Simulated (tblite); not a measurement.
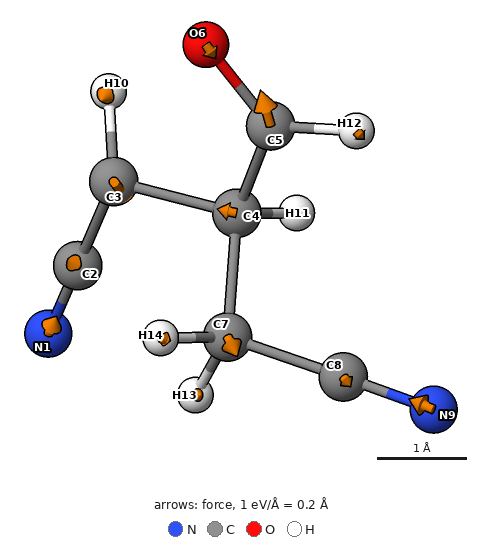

Starting geometry of C6H5N2O (multiplicity 2) with the computed forces as orange arrows. The picture is a ball-and-stick view, seen from a free direction.

All numbers below come from tblite, GFN2-xTB geometry optimisation, gas phase. 

Question: Is this structure relaxed? If not, where do the atoms go?

Answer: It isn't relaxed: the largest force vector, on C3, is 4.31 eV/Å. The final displacements have little in common with the starting forces (cosine between the two patterns 0.19). H12 moves most after the best rigid fit: 2.14 Å. Largest moves by element: H 2.14 Å, N 1.99 Å, C 0.81 Å, O 0.79 Å. Some distances before and after: C2–C3 1.459 → 1.369 Å, C4–C5 1.482 → 1.538 Å, C3–H10 1.116 → 1.079 Å, C3–C4 1.511 → 1.478 Å. Bond angles that change, for instance: C2–C3–C4 108.7° → 121.8°, C2–C3–H10 107.0° → 118.5°, C3–C4–C5 107.2° → 98.7°. Groups turn about C4–C5 by about 95°. The energy falls by 23.5 kcal/mol in 185 geometry steps. The run took 0.94 s on 1 thread of Arm Neoverse V2, on a shared host.
